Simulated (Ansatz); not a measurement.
# SiH2OF (SMILES O[SiH]F) at UPBE/STO-3G

Aim: the electronic atomisation energy of SiH2OF at UPBE/STO-3G, from 5 runs. 

Program for the calculation: Ansatz 0.2.0.

65 further runs of the same task are left out: 5 that didn't finish, 60 set aside as unsound or not needed.

## (1) Starting point

SiH2OF: 5 atoms, total charge 0, spin state doublet. SMILES: `O[SiH]F`. Geometry: relaxed at PBE0-D4/def2-TZVP. This is one conformer, not always the lowest.

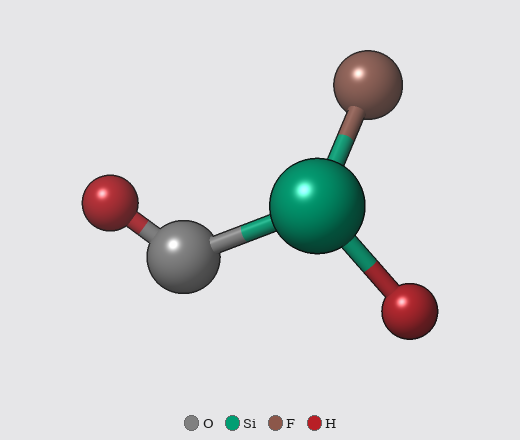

The structure, seen from a chosen angle (oxygen grey, silicon teal, fluorine brown, hydrogen red).

## (2) The energy at UPBE/STO-3G

molecule.yaml reads:

```yaml
crystal:
  periodic: [false, false, false]
  atoms:
    - {symbol: O, position_ang: [-0.615200, -0.884600, -0.276300]}
    - {symbol: Si, position_ang: [0.283900, 0.245700, 0.493100]}
    - {symbol: F, position_ang: [0.207000, 1.646500, -0.283100]}
    - {symbol: H, position_ang: [-1.564500, -0.765100, -0.338000]}
    - {symbol: H, position_ang: [1.688800, -0.242600, 0.404400]}
basis:
  gaussian:
    orbitals: STO-3G
accuracy: high
hamiltonian:
  xc: pbe
magnetization:
  spin_polarized: true
  initial_magnetization: 1
```

Run with:

```
$ ansatz run molecule.yaml --threads 1 --pin off --max-ram 2610MiB --events-out events.jsonl --progress --plain --runs-dir runs
```

Output:

```text
Warning: RAYON_NUM_THREADS=1 ignored (pool sized by the plan → 1); use --threads N
Functional definition: PBE
  name "PBE"
  parameter kappa = 0.804
  parameter beta = 0.06672455060314922
  exchange = pbe_x(kappa = kappa, mu = beta*pi^2/3)
  correlation = pbe_c(beta = beta)
386 factors; integrals over basis functions are off by at most 3.1e-8 eV
mean field evaluation 1: about -12502.3431 eV, gradient 1.5e1 eV
mean field evaluation 2: about -12497.7286 eV, gradient 3.2e1 eV
mean field evaluation 4: about -12503.9837 eV, gradient 2.4e0 eV
mean field evaluation 8: about -12503.9979 eV, gradient 2.9e-2 eV
mean field evaluation 16: about -12503.9979 eV, gradient 2.3e-7 eV
mean field -12503.99791288 eV, -459.5134477842 hartree, gradient 4.2e-8 eV, S^2 0.750513; 0 other end points of the search recorded, 0 dependent functions left out
reference -12503.99791459 eV, -459.5134478469 hartree; 17, 16 occupied and 4, 5 virtual orbitals, 386 factors
Total energy: -12503.99791459 eV, -459.5134478469 hartree
```

Wall time 2 s (1 thread of Arm Neoverse V1, shared host); peak memory 0.13 GiB.

## (3) The F atom, same level

run.yaml reads:

```yaml
crystal:
  periodic: [false, false, false]
  atoms:
    - {symbol: F, position_ang: [0.000000, 0.000000, 0.000000]}
basis:
  gaussian:
    orbitals: STO-3G
magnetization:
  spin_polarized: true
  initial_magnetization: 1
hamiltonian:
  xc: {name: PBE}
accuracy: high
```

Run the same way, it converges to -98.16855 Eh (log not shown).

## (4) The H atom, same level

job.yaml reads:

```yaml
crystal:
  periodic: [false, false, false]
  atoms:
    - {symbol: H, position_ang: [0.000000, 0.000000, 0.000000]}
basis:
  gaussian:
    orbitals: STO-3G
magnetization:
  spin_polarized: true
  initial_magnetization: 1
hamiltonian:
  xc: {name: PBE}
accuracy: high
```

Run with:

```
$ ansatz run job.yaml --threads 1 --pin off --max-ram 2610MiB --events-out events.jsonl --progress --plain --runs-dir runs
```

Output:

```text
Warning: RAYON_NUM_THREADS=1 ignored (pool sized by the plan → 1); use --threads N
Functional definition: PBE
  name "PBE"
  parameter kappa = 0.804
  parameter beta = 0.06672455060314922
  exchange = pbe_x(kappa = kappa, mu = beta*pi^2/3)
  correlation = pbe_c(beta = beta)
1 factors; integrals over basis functions are off by at most 4.6e-10 eV
mean field evaluation 1: about -12.6363 eV, gradient 0.0e0 eV
mean field evaluation 2: about -12.6363 eV, gradient 0.0e0 eV
mean field -12.63630448 eV, -0.4643756244 hartree, gradient 0.0e0 eV, S^2 0.750000; 0 other end points of the search recorded, 0 dependent functions left out
reference -12.63630558 eV, -0.4643756647 hartree; 1, 0 occupied and 0, 1 virtual orbitals, 1 factors
Total energy: -12.63630558 eV, -0.4643756647 hartree
```

It took 0.08 s on 1 thread of Arm Neoverse V1, shared host.

## (5) The O atom, same level

job.yaml reads:

```yaml
crystal:
  periodic: [false, false, false]
  atoms:
    - symbol: O
      position_ang: [0.000000, 0.000000, 0.000000]
basis:
  gaussian:
    orbitals: STO-3G
total_charge: 0
magnetization:
  spin_polarized: true
  initial_magnetization: 2
hamiltonian:
  xc: pbe
accuracy: high
```

Run the same way, it converges to -73.94877 Eh (log not shown).

## (6) The Si atom at the same level

input.yaml reads:

```yaml
crystal:
  periodic: [false, false, false]
  atoms:
    - {symbol: Si, position_ang: [0.000000, 0.000000, 0.000000]}
basis:
  gaussian: {orbitals: STO-3G}
accuracy: high
magnetization: {spin_polarized: true, initial_magnetization: 2}
hamiltonian: {xc: pbe}
```

Run with:

```
$ ansatz run input.yaml --threads 1 --pin off --max-ram 2610MiB --events-out events.jsonl --progress --plain --runs-dir runs
```

Output:

```text
Warning: RAYON_NUM_THREADS=1 ignored (pool sized by the plan → 1); use --threads N
Functional definition: PBE
  name "PBE"
  parameter kappa = 0.804
  parameter beta = 0.06672455060314922
  exchange = pbe_x(kappa = kappa, mu = beta*pi^2/3)
  correlation = pbe_c(beta = beta)
42 factors; integrals over basis functions are off by at most 2.5e-9 eV
mean field evaluation 1: about -7776.2332 eV, gradient 6.4e-1 eV
mean field evaluation 2: about -7776.2343 eV, gradient 7.1e-2 eV
mean field evaluation 4: about -7776.2336 eV, gradient 1.1e-3 eV
mean field evaluation 8: about -7776.2336 eV, gradient 6.3e-10 eV
mean field evaluation 16: about -7776.2334 eV, gradient 2.7e-4 eV
mean field -7776.23358466 eV, -285.7713133159 hartree, gradient 5.3e-10 eV, S^2 2.000001; 1 other end points of the search recorded, 0 dependent functions left out
reference -7776.23358613 eV, -285.7713133700 hartree; 8, 6 occupied and 1, 3 virtual orbitals, 42 factors
Total energy: -7776.23358613 eV, -285.7713133700 hartree
```

It took 0.48 s on 1 thread of Arm Neoverse V1, shared host.

## (7) Results

Level: UPBE/STO-3G.

```
                     quantity          value
       molecule: total energy  -459.51345 Eh
               molecule: ⟨S²⟩          0.751
         F atom: total energy   -98.16855 Eh
                 F atom: ⟨S²⟩          0.750
         H atom: total energy    -0.46438 Eh
                 H atom: ⟨S²⟩          0.750
         O atom: total energy   -73.94877 Eh
                 O atom: ⟨S²⟩          2.000
        Si atom: total energy  -285.77131 Eh
                Si atom: ⟨S²⟩          2.000
electronic atomisation energy      18.941 eV
```

**Reading.** Taking the molecule apart into free atoms costs 18.94 eV (1828 kJ/mol), before zero-point energy and without spin-orbit coupling. In a minimal basis such a difference can be off by several eV, whatever the method.
